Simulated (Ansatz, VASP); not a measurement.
**AlSiGeN in two plane-wave programs**

Wanted: the spread between two codes on one cell, functional and k mesh. The cell is invented: As first built, before any earlier steps moved the atoms: it takes the AlSiCN structure with some of its atoms replaced by other elements, volume scaled by an estimate. It may not be a known or stable phase. The cell comes out of earlier VASP steps on this material, which relaxed, scaled or displaced it; both programs get it as it stands.

Calculated with Ansatz 0.2.0; plane waves, with VASP 6.6.1 beside it; zone-centre phonons at PBEsol with D4.

## 1. The structure

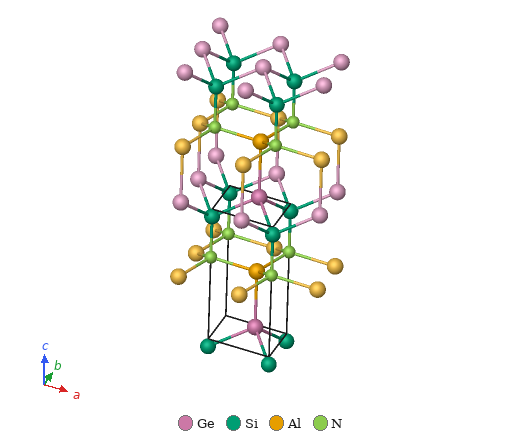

The cell as given, slightly off an axis (germanium pink, silicon teal, aluminium orange, nitrogen green). 1×1×2 cells are drawn. Some periodic images of atoms are drawn too.

## 2. VASP: zone-centre phonons, PBEsol with D4

Second derivatives magnify differences that forces hide, and they need a tight electronic threshold.

Lines of VASP's logs that name or quote its potential files are left out, and so is its time.

The input, INCAR:

```
SYSTEM = AlSiGeN
PREC = Accurate
ENCUT = 520
EDIFF = 1E-08
NELM = 100
ISMEAR = 0
SIGMA = 0.05
LREAL = .FALSE.
ALGO = Normal
GGA = PS
IVDW = 13
LORBIT = 11
LWAVE = .FALSE.
LCHARG = .FALSE.
KPAR = 2
IBRION = 6
NFREE = 2
POTIM = 0.015
ISIF = 2
NSW = 1
```

The input, POSCAR:

```
AlSiGeN
1.0
    3.4936646150     -0.0000000340      0.0000000000
   -1.7468328718      3.0256021432      0.0000000000
    0.0000000000      0.0000000000      5.7798579390
Ge Si Al N
1 1 1 1
Direct
    0.6666666700      0.3333333300      0.1248462710
    0.0000000000      0.0000000000      0.9429116601
    0.6666666700      0.3333333300      0.5528121568
    0.0000000000      0.0000000000      0.6294299119
```

The input, KPOINTS:

```
Automatic mesh
0
Gamma
7 7 4
0 0 0
```

Potentials, in the order of the species: Ge_d, Si, Al and N (PBE family, release 64).

Run with:

```
> mpirun -np 2 vasp_std
```

Numbers of over 12 decimals in the logs are rounded to 6 here.

The log of the run:

```text
[banner, memory and clock lines left out]
running    2 mpi-ranks, on    1 nodes
 distrk:  each k-point on    1 cores,    2 groups
 distr:  one band on    1 cores,    1 groups

 POSCAR found type information on POSCAR GeSiAlN
 POSCAR found :  4 types and       4 ions
|                                                                             |
|               ----> ADVICE to this user running VASP <----                  |
|                                                                             |
|     You enforced a specific xc type in the INCAR file but a different       |
|     [... a line on the potential file left out ...]
|     I HOPE YOU KNOW WHAT YOU ARE DOING!                                     |
|                                                                             |

 LDA part: xc-table for (Slater+PW92), standard interpolation
 POSCAR, INCAR and KPOINTS ok, starting setup
 FFT: planning ... GRIDC
 FFT: planning ... GRID_SOFT
 FFT: planning ... GRID
 WAVECAR not read
 entering main loop
       N       E                     dE             d eps       ncg     rms          rms(c)
DAV:   1     0.167856941713E+03    0.16786E+03   -0.12770E+04  1000   0.286E+03
DAV:   2    -0.777789250650E+00   -0.16863E+03   -0.16468E+03  1016   0.525E+02
DAV:   3    -0.258133079134E+02   -0.25036E+02   -0.24734E+02  1142   0.140E+02
DAV:   4    -0.267258958056E+02   -0.91259E+00   -0.91111E+00  1223   0.280E+01
DAV:   5    -0.267395922545E+02   -0.13696E-01   -0.13693E-01  1311   0.388E+00    0.929E+00
DAV:   6    -0.247148774289E+02    0.20247E+01   -0.10918E+01  1040   0.166E+01    0.470E+00
DAV:   7    -0.245893552503E+02    0.12552E+00   -0.82898E-01  1193   0.674E+00    0.258E+00
DAV:   8    -0.245440216898E+02    0.45334E-01   -0.33620E-01  1305   0.384E+00    0.570E-01
DAV:   9    -0.245361991991E+02    0.78225E-02   -0.85292E-02  1241   0.194E+00    0.214E-01
DAV:  10    -0.245363227195E+02   -0.12352E-03   -0.56202E-03  1140   0.485E-01    0.955E-02
DAV:  11    -0.245363564695E+02   -0.33750E-04   -0.30615E-04  1313   0.137E-01    0.411E-02
DAV:  12    -0.245363586996E+02   -0.22301E-05   -0.26928E-05  1242   0.528E-02    0.147E-02
DAV:  13    -0.245363591899E+02   -0.49029E-06   -0.25712E-05  1307   0.311E-02    0.617E-03
DAV:  14    -0.245363587635E+02    0.42643E-06   -0.29776E-06  1111   0.133E-02    0.312E-03
DAV:  15    -0.245363586876E+02    0.75893E-07   -0.77119E-07  1226   0.577E-03    0.991E-04
DAV:  16    -0.245363586863E+02    0.12360E-08   -0.19058E-08   925   0.107E-03
   1 F= -.25264164E+02 E0= -.25263893E+02  d E =-.541409E-03
[... from here on, the cycles between the ionic steps are left out ...]
   2 F= -.25262825E+02 E0= -.25262592E+02  d E =-.467520E-03
   3 F= -.25262825E+02 E0= -.25262592E+02  d E =-.467484E-03
   4 F= -.25262244E+02 E0= -.25261972E+02  d E =-.544650E-03
   5 F= -.25262181E+02 E0= -.25261909E+02  d E =-.543441E-03
   6 F= -.25262507E+02 E0= -.25262281E+02  d E =-.450786E-03
   7 F= -.25262507E+02 E0= -.25262281E+02  d E =-.450814E-03
   8 F= -.25261284E+02 E0= -.25261001E+02  d E =-.566172E-03
   9 F= -.25261241E+02 E0= -.25260955E+02  d E =-.572279E-03
  10 F= -.25263568E+02 E0= -.25263298E+02  d E =-.540911E-03
 Finite differences progress:
  Degree of freedom:   5/  8
  Displacement:        1/  2
  Total:               9/ 16
 bond charge predicted
       N       E                     dE             d eps       ncg     rms          rms(c)
DAV:   1    -0.245355671152E+02    0.19385E-03   -0.47965E-02  3452   0.114E+00    0.906E-02
DAV:   2    -0.245357431555E+02   -0.17604E-03   -0.18328E-03  4540   0.275E-01    0.587E-02
DAV:   3    -0.245357504214E+02   -0.72660E-05   -0.11145E-04  4230   0.883E-02    0.206E-02
DAV:   4    -0.245357604870E+02   -0.10066E-04   -0.35715E-05  4348   0.414E-02    0.807E-03
DAV:   5    -0.245357609282E+02   -0.44122E-06   -0.23222E-06  3918   0.115E-02    0.180E-03
DAV:   6    -0.245357609557E+02   -0.27448E-07   -0.45536E-07  4305   0.410E-03    0.542E-04
DAV:   7    -0.245357609575E+02   -0.17876E-08   -0.21852E-08  3806   0.115E-03
  11 F= -.25263568E+02 E0= -.25263298E+02  d E =-.540913E-03
 Finite differences progress:
  Degree of freedom:   5/  8
  Displacement:        2/  2
  Total:              10/ 16
 bond charge predicted
       N       E                     dE             d eps       ncg     rms          rms(c)
[... the rest is left out ...]
```

Parts of OUTCAR (step 2):

```text
ion  position               nearest neighbor table
   1  0.667  0.333  0.125-   2 2.27   2 2.27   2 2.27   3 2.47
   2  0.000  0.000  0.943-   4 1.81   1 2.27   1 2.27   1 2.27   3 3.03   3 3.03   3 3.03
   3  0.667  0.333  0.553-   4 2.07   4 2.07   4 2.07   1 2.47   2 3.03   2 3.03   2 3.03
   4  0.000  0.000  0.629-   2 1.81   3 2.07   3 2.07   3 2.07

  LATTYP: Found a hexagonal cell.
 ALAT       =     3.4936646150
 C/A-ratio  =     1.6543825971

 Subroutine GETGRP returns: Found  6 space group operations
 (whereof  6 operations were pure point group operations)

The static configuration has the point symmetry C_3v.

 Found     28 irreducible k-points:

   k-points           NKPTS =     28   k-points in BZ     NKDIM =     28   number of bands    NBANDS=     17

   dimension x,y,z NGX =    28 NGY =   28 NGZ =   48
   dimension x,y,z NGXF=    56 NGYF=   56 NGZF=   96

   ENCUT  =  520.0 eV  38.22 Ry    6.18 a.u.   6.50  6.50 10.75*2*pi/ulx,y,z

   NELECT =      26.0000    total number of electrons

 k-points in reciprocal lattice and weights: Automatic mesh
   0.00000000  0.00000000  0.00000000       0.005
   0.14285714  0.00000000  0.00000000       0.031
   0.28571429  0.00000000  0.00000000       0.031
   0.42857143  0.00000000  0.00000000       0.031
   0.14285714  0.14285714  0.00000000       0.031
   0.28571429  0.14285714  0.00000000       0.061
   0.42857143  0.14285714  0.00000000       0.031
   0.28571429  0.28571429  0.00000000       0.031
   0.00000000  0.00000000  0.25000000       0.010
[...]
0.42857143  0.14285714  0.50000000       0.031
   0.28571429  0.28571429  0.50000000       0.031

 average (electrostatic) potential at core
       1 -71.1593       2 -82.2091       3 -74.2761       4 -62.4754

 E-fermi :   7.4696

 k-point     1 :       0.0000    0.0000    0.0000
  band No.  band energies     occupation
    ...
      8      -1.0975      2.00000
      9       2.9131      2.00000
     10       2.9131      2.00000
     11       5.1290      2.00000
     12       6.1536      2.00000
     13       8.0460      0.00000
     14       8.0460      0.00000
     15      11.1598      0.00000
     16      11.1598      0.00000
     17      11.7123      0.00000

 k-point     2 :       0.1429    0.0000    0.0000
  band No.  band energies     occupation
    ...
     10       2.7431      2.00000
     11       5.0309      2.00000
     12       6.0467      2.00000
     13       7.0802      2.00000
     14       7.4354      1.66688
     15      10.4337      0.00000
     16      11.9482      0.00000
     17      12.2395      0.00000

 k-point     3 :       0.2857    0.0000    0.0000
  band No.  band energies     occupation
    ...
      9       0.7063      2.00000
     10       2.3976      2.00000
     11       3.3207      2.00000
     12       4.6152      2.00000
     13       6.5677      2.00000
     14       8.0237      0.00000
     15       9.8363      0.00000
     16      10.6420      0.00000
     17      12.2769      0.00000

  DFT-D4 for vdW energy calculation

  Edisp (eV):   -0.72791

  Total       0.00578     0.00578    -0.27952    -0.00000    -0.00000     0.00000
  in kB       0.15165     0.15165    -7.33028    -0.00000    -0.00000     0.00000
  external pressure =       -2.34 kB  Pullay stress =        0.00 kB

  energy-cutoff  :      520.00
  volume of cell :       61.10
      direct lattice vectors                 reciprocal lattice vectors
     3.493664615 -0.000000034  0.000000000     0.286232399  0.165256415  0.000000000
    -1.746832872  3.025602143  0.000000000     0.000000003  0.330512724  0.000000000
     0.000000000  0.000000000  5.779857939     0.000000000  0.000000000  0.173014633

 POSITION                                       TOTAL-FORCE (eV/Angst)
 -----------------------------------------------------------------------------------
      1.74683      1.00853      0.72159         0.000000     -0.000000     -0.031685
      0.00000      0.00000      5.44990         0.000000     -0.000000     -0.204111
      1.74683      1.00853      3.19518         0.000000      0.000000     -0.027645
      0.00000      0.00000      3.62302        -0.000000     -0.000000      0.263440
 -----------------------------------------------------------------------------------
    total drift:                               -0.000007      0.000005     -0.000021

  FREE ENERGIE OF THE ION-ELECTRON SYSTEM (eV)
  ---------------------------------------------------
  free  energy   TOTEN  =       -25.2621396025 eV

  energy  without entropy=      -25.2615980530  energy(sigma->0) =      -25.26186883

 Eigenvectors and eigenvalues of the dynamical matrix
 ----------------------------------------------------

   1 f  =   21.183515 THz   133.099948 2PiTHz  706.605992 cm-1    87.607938 meV
             X         Y         Z           dx          dy          dz
      1.746832  1.008534  0.721594     0.000000    0.000000    0.045312
      0.000000  0.000000  5.449895    -0.000000   -0.000000   -0.614821
      1.746832  1.008534  3.195176    -0.000000   -0.000000   -0.012755
      0.000000  0.000000  3.638015     0.000000    0.000000    0.787261

   2 f  =   13.189925 THz    82.874743 2PiTHz  439.968539 cm-1    54.549122 meV
             X         Y         Z           dx          dy          dz
      1.746832  1.008534  0.721594    -0.353138    0.260818    0.000000
      0.000000  0.000000  5.449895     0.653833   -0.482903   -0.000000
      1.746832  1.008534  3.195176     0.118751   -0.087706    0.000000
      0.000000  0.000000  3.638015    -0.284144    0.209861   -0.000000

   3 f  =   13.189922 THz    82.874726 2PiTHz  439.968449 cm-1    54.549111 meV
             X         Y         Z           dx          dy          dz
      1.746832  1.008534  0.721594    -0.260818   -0.353138   -0.000000
      0.000000  0.000000  5.449895     0.482903    0.653833    0.000000
      1.746832  1.008534  3.195176     0.087706    0.118751    0.000000
      0.000000  0.000000  3.638015    -0.209861   -0.284144    0.000000

   4 f  =   11.711224 THz    73.583793 2PiTHz  390.644398 cm-1    48.433711 meV
             X         Y         Z           dx          dy          dz
      1.746832  1.008534  0.721594    -0.156614    0.115671   -0.000000
      0.000000  0.000000  5.449895     0.257196   -0.189958    0.000000
      1.746832  1.008534  3.195176    -0.439109    0.324314   -0.000000
      0.000000  0.000000  3.638015     0.602951   -0.445323    0.000000

   5 f  =   11.711222 THz    73.583778 2PiTHz  390.644317 cm-1    48.433701 meV
             X         Y         Z           dx          dy          dz
      1.746832  1.008534  0.721594    -0.115671   -0.156614    0.000000
      0.000000  0.000000  5.449895     0.189958    0.257196   -0.000000
      1.746832  1.008534  3.195176    -0.324314   -0.439109    0.000000
      0.000000  0.000000  3.638015     0.445323    0.602951   -0.000000

   6 f  =   11.325525 THz    71.160371 2PiTHz  377.778841 cm-1    46.838586 meV
             X         Y         Z           dx          dy          dz
      1.746832  1.008534  0.721594     0.000000    0.000000    0.532715
      0.000000  0.000000  5.449895    -0.000000   -0.000000   -0.640544
      1.746832  1.008534  3.195176     0.000000    0.000000    0.163934
      0.000000  0.000000  3.638015    -0.000000   -0.000000   -0.528246

   7 f  =   10.187366 THz    64.009105 2PiTHz  339.813937 cm-1    42.131540 meV
             X         Y         Z           dx          dy          dz
      1.746832  1.008534  0.721594    -0.000000   -0.000000   -0.450605
      0.000000  0.000000  5.449895     0.000000    0.000000   -0.110426
      1.746832  1.008534  3.195176    -0.000000   -0.000000    0.884674
      0.000000  0.000000  3.638015     0.000000    0.000000   -0.045970

   8 f  =    2.579483 THz    16.207371 2PiTHz   86.042297 cm-1    10.667880 meV
             X         Y         Z           dx          dy          dz
      1.746832  1.008534  0.721594     0.405734   -0.299664   -0.000000
      0.000000  0.000000  5.449895     0.159366   -0.117703   -0.000000
      1.746832  1.008534  3.195176    -0.563732    0.416357   -0.000000
      0.000000  0.000000  3.638015    -0.373139    0.275590   -0.000000

   9 f  =    2.579483 THz    16.207367 2PiTHz   86.042279 cm-1    10.667878 meV
             X         Y         Z           dx          dy          dz
      1.746832  1.008534  0.721594    -0.299664   -0.405734   -0.000000
      0.000000  0.000000  5.449895    -0.117703   -0.159366   -0.000000
      1.746832  1.008534  3.195176     0.416357    0.563732   -0.000000
      0.000000  0.000000  3.638015     0.275590    0.373139   -0.000000

  10 f/i=    0.015121 THz     0.095009 2PiTHz    0.504388 cm-1     0.062536 meV
             X         Y         Z           dx          dy          dz
      1.746832  1.008534  0.721594    -0.426316   -0.577232    0.000000
      0.000000  0.000000  5.449895    -0.264234   -0.357773    0.000000
      1.746832  1.008534  3.195176    -0.258318   -0.349763    0.000000
      0.000000  0.000000  3.638015    -0.186146   -0.252042    0.000000

  11 f/i=    0.015121 THz     0.095009 2PiTHz    0.504388 cm-1     0.062536 meV
             X         Y         Z           dx          dy          dz
      1.746832  1.008534  0.721594    -0.577232    0.426316   -0.000000
      0.000000  0.000000  5.449895    -0.357773    0.264234   -0.000000
      1.746832  1.008534  3.195176    -0.349763    0.258318   -0.000000
      0.000000  0.000000  3.638015    -0.252042    0.186146   -0.000000

  12 f/i=    0.022913 THz     0.143966 2PiTHz    0.764295 cm-1     0.094760 meV
             X         Y         Z           dx          dy          dz
      1.746832  1.008534  0.721594    -0.000000    0.000000    0.714925
      0.000000  0.000000  5.449895    -0.000000    0.000000    0.446660
      1.746832  1.008534  3.195176    -0.000000    0.000000    0.436251
      0.000000  0.000000  3.638015    -0.000000    0.000000    0.314743

 ELASTIC MODULI CONTR FROM IONIC RELAXATION (kBar)
 Direction    XX          YY          ZZ          XY          YZ          ZX
 --------------------------------------------------------------------------------
 XX        -516.0911    208.3816     50.3008      0.0001   -249.3561      0.0001
 YY         208.3816   -516.0910     50.3007      0.0001    249.3561     -0.0000
 ZZ          50.3008     50.3007   -692.6079     -0.0000     -0.0000     -0.0000
 XY           0.0001      0.0001     -0.0000   -362.2363     -0.0000   -249.3560
 YZ        -249.3561    249.3561     -0.0000     -0.0000   -195.1579      0.0000
 ZX           0.0001     -0.0000     -0.0000   -249.3560      0.0000   -195.1579
 --------------------------------------------------------------------------------

 total charge
# of ion       s       p       d       tot
------------------------------------------
    1        1.134   1.521  10.044  12.699
    2        0.743   0.971   0.000   1.714
    3        0.361   0.327   0.000   0.688
    4        1.237   2.468   0.000   3.705
--------------------------------------------------
tot          3.475   5.287  10.044  18.807

[... 3 further parts left out ...]
```

(Part 1 of 2 ends here.)

[Lines on the potential files, build, host, timing and source positions are cut from VASP's logs without a mark.]

[Logs are printed without paths, hosts, clocks, repeated set-up lines and the standing remarks that a program may print on its own settings, such as how far it seeks lower states.]

[Hosts, paths, dates, database ids (printed as entryN), source tags and the programs' standing remarks are cut or masked in the printed files.]
